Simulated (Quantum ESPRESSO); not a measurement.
**Ca3Si (Pm-3m): zone-centre phonons**

Aim: the zone-centre modes of Ca3Si (Pm-3m).

Calculated with Quantum ESPRESSO 7.5; DFT LDA, scalar-relativistic, plane waves, PseudoDojo norm-conserving pseudopotentials.

The structure was built from a prototype and need not be the compound's stable phase.

## (1) Starting point

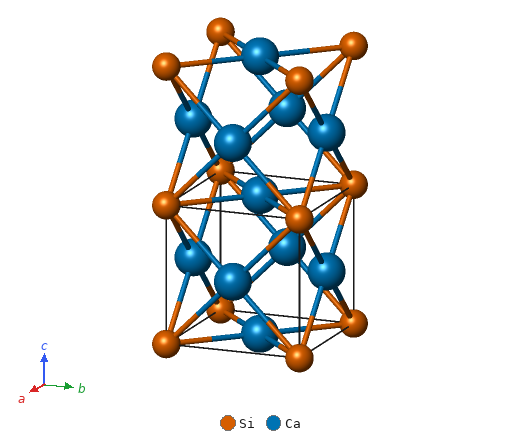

Start, viewed slightly off an axis; silicon orange, calcium blue. 1×1×2 cells are drawn. Some periodic images of atoms are drawn too.

Structure file:

```cif
data_structure
_symmetry_space_group_name_H-M 'P 1'
_symmetry_Int_Tables_number 1
_cell_length_a 5.1345
_cell_length_b 5.1345
_cell_length_c 5.1345
_cell_angle_alpha 90.000
_cell_angle_beta 90.000
_cell_angle_gamma 90.000
_cell_volume 135.36
loop_
_atom_site_label
_atom_site_type_symbol
_atom_site_fract_x
_atom_site_fract_y
_atom_site_fract_z
_atom_site_occupancy
Si1 Si 0.00000 0.00000 0.00000 1
Ca2 Ca 0.00000 0.50000 0.50000 1
Ca3 Ca 0.50000 0.00000 0.50000 1
Ca4 Ca 0.50000 0.50000 0.00000 1
```

## (2) A probe with smearing

Before anything dear is run, a loose run with smearing shows whether this is a metal and how far the cell is from rest.

Contents of probe.in:

```
 &control
    calculation='scf',
    prefix='x',
    outdir='./tmp',
    pseudo_dir='./pseudo',
    tprnfor=.true.,
    tstress=.true.,
    verbosity='high',
 /
 &system
    ibrav=1,
    celldm(1)=9.70276804,
    nat=4,
    ntyp=2,
    ecutwfc=72.0,
    occupations='smearing',
    smearing='gaussian',
    degauss=0.01,
 /
 &electrons
    conv_thr=1.0d-07,
    mixing_beta=0.7,
    electron_maxstep=100,
 /
ATOMIC_SPECIES
 Si     28.0850  Si.upf
 Ca     40.0780  Ca.upf
ATOMIC_POSITIONS crystal
 Si     0.000000000   0.000000000   0.000000000
 Ca     0.000000000   0.500000000   0.500000000
 Ca     0.500000000   0.000000000   0.500000000
 Ca     0.500000000   0.500000000   0.000000000
K_POINTS automatic
 4 4 4 0 0 0
```

Command:

```bash
$ OMP_NUM_THREADS=1 mpirun -n 4 pw.x -nk 4 -in probe.in > probe.out
```

Output:

```text
[banners, grids, parts of the stress and lines that vanish by symmetry left out]
Program PWSCF v.7.5
     bravais-lattice index     =            1
     lattice parameter (alat)  =       9.7028  a.u.
[...]
kinetic-energy cutoff     =      72.0000  Ry
     charge density cutoff     =     288.0000  Ry
     scf convergence threshold =      1.0E-07
[...]
Exchange-correlation= SLA  PW   NOGX NOGC
                           (   1   4   0   0   0   0   0)
[...]
48 Sym. Ops., with inversion, found
[...]
(     0          1          0      )
                  (     0          0          1      )
[...]
(  0.0000000  1.0000000  0.0000000 )
                  (  0.0000000  0.0000000  1.0000000 )
[...]
(     0         -1          0      )
                  (     0          0          1      )
[...]
(     1          0          0      )
[...]
( -1.0000000  0.0000000  0.0000000 )
                  (  0.0000000  1.0000000  0.0000000 )
[...]
number of k points=    10  Gaussian smearing, width (Ry)=  0.0100
[...]
End of self-consistent calculation
[...]
the Fermi energy is     5.1322 ev
!    total energy              =    -240.59081901 Ry
[...]
convergence has been achieved in   8 iterations
[...]
atom    1 type  1   force =     0.00000000    0.00000000    0.00000000
     atom    2 type  2   force =     0.00000000    0.00000000    0.00000000
     atom    3 type  2   force =     0.00000000    0.00000000    0.00000000
     atom    4 type  2   force =     0.00000000    0.00000000    0.00000000
[...]
Total force =     0.000000     Total SCF correction =     0.000000
[...]
total   stress  (Ry/bohr**3)                   (kbar)     P=      -61.83
[...]
XML data file, charge density, pseudopotentials, collected wavefunctions

   JOB DONE.
```

The job ended after 12 s (4 MPI ranks of Arm Neoverse V1, shared host).

This step gave:

```yaml
volume_per_atom: 33.84 Å³
pressure: -6.183 GPa
gap_on_the_k_mesh: 0 eV
```

No gap opens on this mesh, so smearing is kept; the start stands at -6.2 GPa.

## (3) Relaxing the cell and atoms

The relaxation runs at a cutoff a fifth above that of the response, since stress converges more slowly with the basis than frequencies do. Forces and stress are brought to rest with tight thresholds.

Contents of relax.in:

```
 &control
    calculation='vc-relax',
    prefix='x',
    outdir='./tmp',
    pseudo_dir='./pseudo',
    tprnfor=.true.,
    tstress=.true.,
    forc_conv_thr=2.0d-05,
    etot_conv_thr=1.0d-07,
    nstep=40,
 /
 &system
    ibrav=1,
    celldm(1)=9.70276804,
    nat=4,
    ntyp=2,
    ecutwfc=86,
    occupations='smearing',
    smearing='mv',
    degauss=0.02,
 /
 &electrons
    conv_thr=1.0d-11,
    mixing_beta=0.7,
    electron_maxstep=100,
 /
 &ions
 /
 &cell
    press_conv_thr=0.2,
 /
ATOMIC_SPECIES
 Si     28.0850  Si.upf
 Ca     40.0780  Ca.upf
ATOMIC_POSITIONS crystal
 Si     0.000000000   0.000000000   0.000000000
 Ca     0.000000000   0.500000000   0.500000000
 Ca     0.500000000   0.000000000   0.500000000
 Ca     0.500000000   0.500000000   0.000000000
K_POINTS automatic
 6 6 6 0 0 0
```

Command:

```bash
$ OMP_NUM_THREADS=1 mpirun -n 4 pw.x -nk 4 -in relax.in > relax.out
```

Output:

```text
[banners, grids, parts of the stress and lines that vanish by symmetry left out]
[banner, memory and clock lines left out]
Program PWSCF v.7.5

[...]
kinetic-energy cutoff     =      86.0000  Ry
     charge density cutoff     =     344.0000  Ry
     scf convergence threshold =      1.0E-11
[...]
energy convergence thresh.=      1.0E-07
     force convergence thresh. =      2.0E-05
     press convergence thresh. =      2.0E-01
     Exchange-correlation= SLA  PW   NOGX NOGC
                           (   1   4   0   0   0   0   0)
[...]
48 Sym. Ops., with inversion, found
[...]
number of k points=    20  Marzari-Vanderbilt smearing, width (Ry)=  0.0200
[...]
End of self-consistent calculation
[...]
the Fermi energy is     5.1079 ev
!    total energy              =    -240.58900773 Ry
[...]
convergence has been achieved in  13 iterations
[...]
atom    1 type  1   force =     0.00000000    0.00000000    0.00000000
     atom    2 type  2   force =     0.00000000    0.00000000    0.00000000
     atom    3 type  2   force =     0.00000000    0.00000000    0.00000000
     atom    4 type  2   force =     0.00000000    0.00000000    0.00000000
     Total force =     0.000000     Total SCF correction =     0.000000
[...]
total   stress  (Ry/bohr**3)                   (kbar)     P=      -61.41
[...]
number of bfgs steps    =   0
[...]
CELL_PARAMETERS (alat=  9.70276804)
[...]
ATOMIC_POSITIONS (crystal)
Si               0.0000000000        0.0000000000        0.0000000000
Ca               0.0000000000        0.5000000000        0.5000000000
Ca               0.5000000000        0.0000000000        0.5000000000
Ca               0.5000000000        0.5000000000        0.0000000000
[...]
New effective cutoffs (rho, wfc):  351.15   87.81
[...]
End of self-consistent calculation
[...]
the Fermi energy is     5.3443 ev
!    total energy              =    -240.60051392 Ry
[...]
convergence has been achieved in   9 iterations
[...]
atom    1 type  1   force =     0.00000000    0.00000000    0.00000000
     atom    2 type  2   force =     0.00000000    0.00000000    0.00000000
     atom    3 type  2   force =     0.00000000    0.00000000    0.00000000
     atom    4 type  2   force =     0.00000000    0.00000000    0.00000000
     Total force =     0.000000     Total SCF correction =     0.000000
[...]
total   stress  (Ry/bohr**3)                   (kbar)     P=      -58.06
[...]
number of bfgs steps    =   1
[...]
WARNING: bfgs curvature condition failed, Theta= 0.864
[...]
CELL_PARAMETERS (alat=  9.70276804)
[...]
ATOMIC_POSITIONS (crystal)
[...]
New effective cutoffs (rho, wfc):  362.53   90.66
[...]
End of self-consistent calculation
[...]
the Fermi energy is     5.7210 ev
!    total energy              =    -240.61597528 Ry
[...]
convergence has been achieved in  12 iterations
[...]
atom    1 type  1   force =     0.00000000    0.00000000    0.00000000
     atom    2 type  2   force =     0.00000000    0.00000000    0.00000000
     atom    3 type  2   force =     0.00000000    0.00000000    0.00000000
     atom    4 type  2   force =     0.00000000    0.00000000    0.00000000
     Total force =     0.000000     Total SCF correction =     0.000000
[...]
total   stress  (Ry/bohr**3)                   (kbar)     P=       -4.43
[...]
number of bfgs steps    =   4
[...]
CELL_PARAMETERS (alat=  9.70276804)
[...]
ATOMIC_POSITIONS (crystal)
[...]
New effective cutoffs (rho, wfc):  414.41  103.63
[...]
the Fermi energy is     7.5961 ev
!    total energy              =    -240.64747510 Ry
[...]
convergence has been achieved in  13 iterations
[...]
Total force =     0.000000     Total SCF correction =     0.000000
[...]
total   stress  (Ry/bohr**3)                   (kbar)     P=        0.94
[...]
number of bfgs steps    =   5
[...]
CELL_PARAMETERS (alat=  9.70276804)
[...]
ATOMIC_POSITIONS (crystal)
[...]
New effective cutoffs (rho, wfc):  413.74  103.46
[...]
the Fermi energy is     7.5702 ev
!    total energy              =    -240.64748038 Ry
[...]
convergence has been achieved in  12 iterations
[...]
Total force =     0.000000     Total SCF correction =     0.000000
[...]
total   stress  (Ry/bohr**3)                   (kbar)     P=       -0.01
[...]
number of bfgs steps    =   6
[...]
small trust_radius: resetting bfgs history
[...]
CELL_PARAMETERS (alat=  9.70276804)
[...]
ATOMIC_POSITIONS (crystal)
[...]
New effective cutoffs (rho, wfc):  413.74  103.46
[...]
End of self-consistent calculation
[...]
the Fermi energy is     7.5703 ev
!    total energy              =    -240.64748038 Ry
[...]
convergence has been achieved in   4 iterations
[...]
atom    1 type  1   force =     0.00000000    0.00000000    0.00000000
     atom    2 type  2   force =     0.00000000    0.00000000    0.00000000
     atom    3 type  2   force =     0.00000000    0.00000000    0.00000000
     atom    4 type  2   force =     0.00000000    0.00000000    0.00000000
     Total force =     0.000000     Total SCF correction =     0.000000
[...]
total   stress  (Ry/bohr**3)                   (kbar)     P=       -0.01
[...]
bfgs converged in   8 scf cycles and   7 bfgs steps
[...]
End of BFGS Geometry Optimization
     Final enthalpy           =    -240.6474803787 Ry
     File ./tmp/x.bfgs deleted, as requested
[...]
CELL_PARAMETERS (alat=  9.70276804)
[...]
ATOMIC_POSITIONS (crystal)
[...]
Ca               0.5000000000        0.0000000000        0.5000000000
Ca               0.5000000000        0.5000000000        0.0000000000
[...]
Final scf calculation at the relaxed structure.
[...]
kinetic-energy cutoff     =      86.0000  Ry
     charge density cutoff     =     344.0000  Ry
     scf convergence threshold =      1.0E-13
[...]
press convergence thresh. =      2.0E-01
     Exchange-correlation= SLA  PW   NOGX NOGC
                           (   1   4   0   0   0   0   0)
[...]
48 Sym. Ops., with inversion, found
[...]
number of k points=    20  Marzari-Vanderbilt smearing, width (Ry)=  0.0200
[...]
c_bands:  1 eigenvalues not converged
     c_bands:  2 eigenvalues not converged
     c_bands:  2 eigenvalues not converged
     c_bands:  2 eigenvalues not converged
     c_bands:  2 eigenvalues not converged
[...]
End of self-consistent calculation
[...]
the Fermi energy is     7.5703 ev
!    total energy              =    -240.64746244 Ry
[...]
convergence has been achieved in  16 iterations
[...]
atom    1 type  1   force =     0.00000000    0.00000000    0.00000000
     atom    2 type  2   force =     0.00000000    0.00000000    0.00000000
     atom    3 type  2   force =     0.00000000    0.00000000    0.00000000
     atom    4 type  2   force =     0.00000000    0.00000000    0.00000000
     Total force =     0.000000     Total SCF correction =     0.000000
[...]
total   stress  (Ry/bohr**3)                   (kbar)     P=       -0.03
[...]
XML data file, charge density, pseudopotentials, collected wavefunctions
```

Elapsed: 3.9 min, on 4 MPI ranks.

Relaxation path:

```csv
step,energy less that of the first step (eV),largest force (eV/Å),pressure (GPa),volume (Å³)
1,0.0000,0.0000,-6.14,135.36
2,-0.1566,0.0000,-5.81,131.17
3,-0.3669,0.0000,-5.16,125.04
4,-0.6163,0.0000,-3.79,116.21
5,-0.7939,0.0000,-0.44,103.76
6,-0.7955,0.0000,0.09,102.31
7,-0.7956,0.0000,0.00,102.56
8,-0.7956,0.0000,0.00,102.56
9,-0.7953,0.0000,0.00,102.56
```

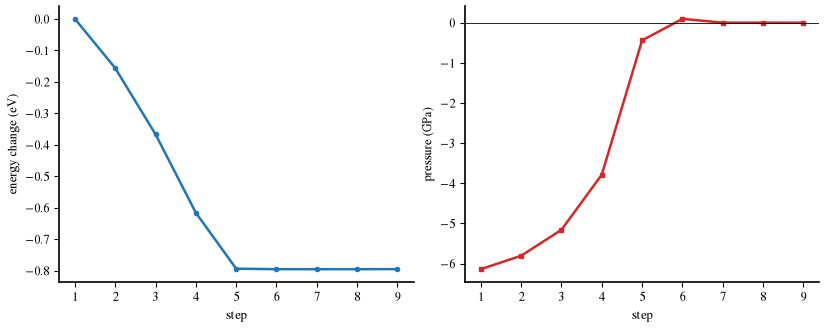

Energy and pressure along the relaxation.

```csv
"conventional cell, symmetrised",before,after,change
a (Å),5.134,4.681,-8.8 %
b (Å),5.134,4.681,-8.8 %
c (Å),5.134,4.681,-8.8 %
volume (Å³/atom),33.84,25.64,-24.2 %
```

Final coordinates:

```
Si Ca
1.0
     4.68084    0.00000    0.00000
     0.00000    4.68084    0.00000
     0.00000    0.00000    4.68084
Si Ca
1 3
Direct
  0.00000 0.00000 0.00000
  0.00000 0.50000 0.50000
  0.50000 0.00000 0.50000
  0.50000 0.50000 0.00000
```

The last row of the table of steps is pw.x's closing run on a basis chosen anew for the final cell, so its energy can jump.

Read from the output:

```
volume per atom : 25.64 Å³
pressure        : -0.003000 GPa
```

The volume changes by -24.2 % from the cell with which this run began.

## (4) Ground state

The response is built on this ground state, so it is converged far tighter than an energy would need. Smearing stays on, as the first look found no gap above 0.3 eV.

Contents of scf.in:

```
 &control
    calculation='scf',
    prefix='x',
    outdir='./tmp',
    pseudo_dir='./pseudo',
    tprnfor=.true.,
    tstress=.true.,
 /
 &system
    ibrav=1,
    celldm(1)=8.84551402,
    nat=4,
    ntyp=2,
    ecutwfc=72.0,
    occupations='smearing',
    smearing='mv',
    degauss=0.02,
 /
 &electrons
    conv_thr=1.0d-12,
    mixing_beta=0.7,
    electron_maxstep=100,
 /
ATOMIC_SPECIES
 Si     28.0850  Si.upf
 Ca     40.0780  Ca.upf
ATOMIC_POSITIONS crystal
 Si     0.000000000   0.000000000   0.000000000
 Ca     0.000000000   0.500000000   0.500000000
 Ca     0.500000000   0.000000000   0.500000000
 Ca     0.500000000   0.500000000   0.000000000
K_POINTS automatic
 6 6 6 0 0 0
```

Command:

```bash
$ OMP_NUM_THREADS=1 mpirun -n 4 pw.x -nk 4 -in scf.in > scf.out
```

Output:

```text
[banners, grids, parts of the stress and lines that vanish by symmetry left out]
[banner, memory and clock lines left out]
Program PWSCF v.7.5

[...]
kinetic-energy cutoff     =      72.0000  Ry
     charge density cutoff     =     288.0000  Ry
     scf convergence threshold =      1.0E-12
[...]
Exchange-correlation= SLA  PW   NOGX NOGC
                           (   1   4   0   0   0   0   0)
[...]
48 Sym. Ops., with inversion, found
[...]
number of k points=    20  Marzari-Vanderbilt smearing, width (Ry)=  0.0200
[...]
c_bands:  1 eigenvalues not converged
[...]
c_bands:  1 eigenvalues not converged
[...]
End of self-consistent calculation
[...]
the Fermi energy is     7.5703 ev
!    total energy              =    -240.64743685 Ry
[...]
convergence has been achieved in  14 iterations
[...]
atom    1 type  1   force =     0.00000000    0.00000000    0.00000000
     atom    2 type  2   force =     0.00000000    0.00000000    0.00000000
     atom    3 type  2   force =     0.00000000    0.00000000    0.00000000
     atom    4 type  2   force =     0.00000000    0.00000000    0.00000000
     Total force =     0.000000     Total SCF correction =     0.000000
[...]
total   stress  (Ry/bohr**3)                   (kbar)     P=       -0.04
[...]
XML data file, charge density, pseudopotentials, collected wavefunctions
```

It took 19 s on 4 MPI ranks; 76 s of CPU time.

This step gave:

| Item | Value |
| --- | --- |
| pressure | -0.004 GPa |

The cell stands at -0.004 GPa, close enough for phonons.

(Part 1 of 2 ends here.)

[Host names and launcher messages were left out of these logs when they were recorded.]

[Logs are printed without paths, hosts, clocks, repeated set-up lines and the standing remarks that a program may print on its own settings, such as how far it seeks lower states.]

[Hosts, paths, dates, database ids (printed as entryN), source tags and the programs' standing remarks are cut or masked in the printed files.]
